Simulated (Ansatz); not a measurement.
## TiSi2 (Fddd): the Drude term of Re ε in the infrared

Re ε of TiSi2 (Fddd) along x at low photon energies is read from one computed spectrum; the carriers' damping was typed as γ = 0.2 eV. x, y and z are the Cartesian axes of the input cell.

Cell: a, b, c = 5.926, 4.884, 4.760 Å (primitive vectors), 6 atoms.

Method: Ansatz 0.2.0, PBE, independent particles, k-mesh 8×8×8 with interpolation inside its cells, Gaussian parameter 0.2 eV.

Launch of the response step: `ansatz run input.yaml --threads 4 --pin off --max-ram 8192MiB --backend cpu --events-out ev --progress --plain --runs-dir out`. The run took 88 s, on 4 threads of Arm Neoverse V2, with other jobs on the host.

| photon energy E (eV) | wavelength (µm) | Re ε |
| --- | --- | --- |
| 0.25 | 4.96 | -221.7 |
| 0.30 | 4.13 | -172.6 |
| 0.35 | 3.54 | -136.2 |
| 0.40 | 3.10 | ? |
| 0.50 | 2.48 | -70.1 |
| 0.60 | 2.07 | -44.5 |
| 0.70 | 1.77 | -26.7 |

A Drude term over a constant background gives Re ε = ε_b − ωp²/(E² + γ²), linear in 1/(E² + γ²).

Working, on the rows shown:

| x = 1/(E² + γ²) (eV⁻²) | y = Re ε |
| --- | --- |
| 9.7561 | -221.7 |
| 7.69231 | -172.6 |
| 6.15385 | -136.2 |
| 3.44828 | -70.1 |
| 2.5 | -44.5 |
| 1.88679 | -26.7 |

Means: x̄ = 5.2396, ȳ = -111.97. Σ(x − x̄)(y − ȳ) = -1212, Σ(x − x̄)² = 49.21. Slope = -1212 / 49.21 = -24.64; intercept = ȳ − slope · x̄ = 17.11. The line misses the rows shown by at most 2.7.

Problem. Fill in the last column of the withheld row.

Solution. At x = 5 the line gives y = -106.07. The run gave -108.7, so the interpolation is off by 2.6, 1.4 % of the range in the table.

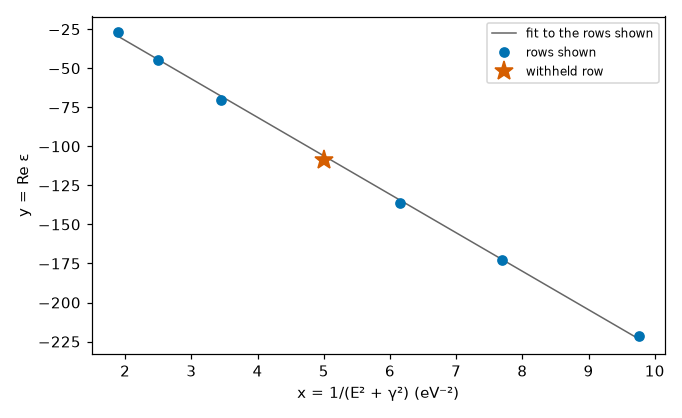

Refitted with all rows, the slope is -24.62 and the intercept 16.677. These give ωp = √(−slope) = 4.96 eV, against 5.23 eV from the program's Fermi-surface sum, and an intercept of 16.7. Taking the program's Drude term off the rows leaves 45 at the lowest energy and 25 at the highest, so the background isn't constant: interband transitions lie in or near the window, and neither fitted number can be trusted. The cell comes from an older database entry, whose edges can be off by a per cent or so. The values come from a sum over the points of one k-mesh and carry its error, which is largest for Fermi-surface quantities.
